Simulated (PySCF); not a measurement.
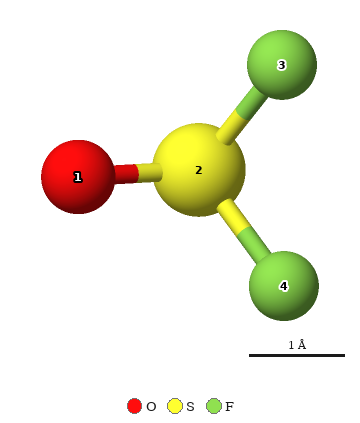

**Figure 1.** The input geometry (ball-and-stick view, seen on its broad side; atoms are numbered from 1 in the order of the input). Bond lengths as drawn: F–S 1.62 Å and O–S 1.44 Å.

SOF2: excited-state calculation

- system: SOF2, SMILES O=S(F)F
- method: TDDFT CAM-B3LYP/def2-SVPD, vertical, IEF-PCM benzene (non-equilibrium linear response), core orbitals frozen in the response (PySCF 2.14.0)

The geometry comes from this level: PBE0-D3(BJ)/def2-SVP. It belongs to a series of runs on one base structure; here: solvent benzene.

Log
```
coarse grid: 4888 points
cycle   1  E = -672.4319179285  dE =  8.382e-01  |g| = 9.731e-01  |ddm| = 2.453e+00
cycle   2  E = -672.1865549199  dE =  2.454e-01  |g| = 1.526e+00  |ddm| = 1.869e+00
cycle   3  E = -672.6097210287  dE = -4.232e-01  |g| = 2.059e-01  |ddm| = 1.162e+00
cycle   4  E = -672.6166794467  dE = -6.958e-03  |g| = 6.099e-02  |ddm| = 1.600e-01
cycle   5  E = -672.6172726388  dE = -5.932e-04  |g| = 1.122e-02  |ddm| = 4.788e-02
cycle   6  E = -672.6172957958  dE = -2.316e-05  |g| = 1.189e-03  |ddm| = 9.992e-03
cycle   7  E = -672.6172964858  dE = -6.899e-07  |g| = 3.182e-04  |ddm| = 2.708e-03
final grid: 46168 points
cycle   8  E = -672.6919657290  dE = -3.975e-06  |g| = 2.846e-03  |ddm| = 9.967e-03
cycle   9  E = -672.6919648177  dE =  9.113e-07  |g| = 3.779e-03  |ddm| = 3.569e-03
cycle  10  E = -672.6919670092  dE = -2.192e-06  |g| = 2.562e-04  |ddm| = 2.130e-03
cycle  11  E = -672.6919670179  dE = -8.663e-09  |g| = 1.561e-04  |ddm| = 2.591e-04
cycle  12  E = -672.6919670225  dE = -4.594e-09  |g| = 3.568e-05  |ddm| = 1.483e-04
cycle  13  E = -672.6919670228  dE = -3.276e-10  |g| = 3.760e-06  |ddm| = 3.831e-05
```

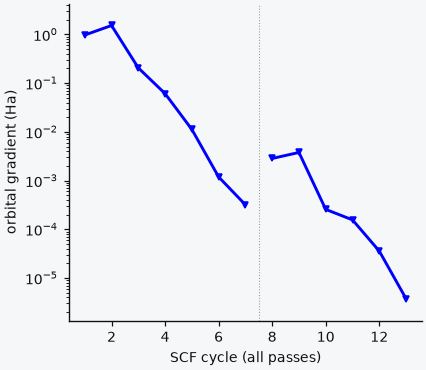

**Figure 2.** Convergence of the self-consistent field: orbital gradient against the SCF cycle. The dotted line marks the change from a coarse to the final integration grid. The first 7 cycles use a coarse grid, the final grid takes over at cycle 8, and the field converges after 13 cycles in all.

```
converged SCF energy = -672.6919670228

Static polarisability (au): isotropic 29.534, principal 24.812 29.698 34.090

Singlet excitations
state   eV       nm        f      main configurations
  1   6.5310    189.8   0.03769   H->L 0.95
  2   7.7189    160.6   0.01582   H->L+1 0.55, H-1->L 0.40
  3   8.4702    146.4   0.01593   H-2->L 0.92
  4   8.7878    141.1   0.17352   H-1->L 0.46, H->L+1 0.34
  5   8.8218    140.5   0.00107   H-1->L+1 0.89
  6   9.2134    134.6   0.08359   H->L+3 0.54, H->L+2 0.26, H->L+6 0.13
```

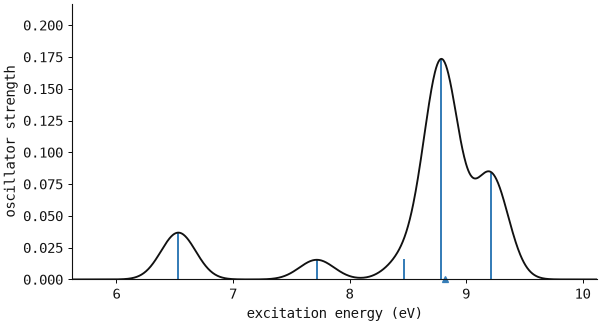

**Figure 3.** Computed excitations as sticks (degenerate states added up, dark ones marked on the axis), with a Gaussian envelope of 0.35 eV full width at half maximum, scaled to the tallest. Of the 6 states the lowest lies at 6.53 eV (f = 0.038); the strongest line is at 8.79 eV, or 141 nm (f = 0.174).

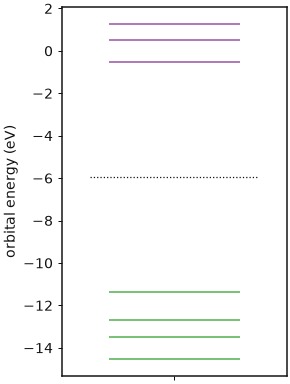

**Figure 4.** Orbital energies near the frontier; the dotted line parts filled from empty levels, and levels within 0.02 eV of each other stand side by side. Highest filled −11.37 eV, lowest empty −0.51 eV, 10.86 eV apart.

The run was set up as follows.

Input
```
{"job": {"kind": "uv", "xc": "CAM-B3LYP", "basis": "def2-SVPD", "solvent": "benzene", "nstates": 6, "ntriplets": 0}, "charge": 0, "multiplicity": 1}
O      0.866433    -0.949649    -0.597255
S     -0.042971    -0.377630     0.357019
F      0.511565     1.103122     0.692051
F     -1.297167     0.198876    -0.484151
```

The first line tells a small driver script what to run in PySCF; the rest is the geometry in Å.

Launch command:
```bash
OMP_NUM_THREADS=1 python <driver script> task.json out
```

Summary

```json
{"quantity": "outcome", "value": "converged"}
{"quantity": "total energy", "value": "−672.691967 hartree"}
{"quantity": "HOMO", "value": "−11.37 eV"}
{"quantity": "LUMO", "value": "−0.51 eV"}
{"quantity": "dipole moment", "value": "2.07 D"}
{"quantity": "mean polarisability", "value": "29.53 a.u."}
{"quantity": "lowest excitation", "value": "6.53 eV"}
{"quantity": "hardware", "value": "1 CPU thread, shared host"}
{"quantity": "wall time", "value": "5.2 s"}
{"quantity": "peak memory", "value": "0.42 GiB"}
```
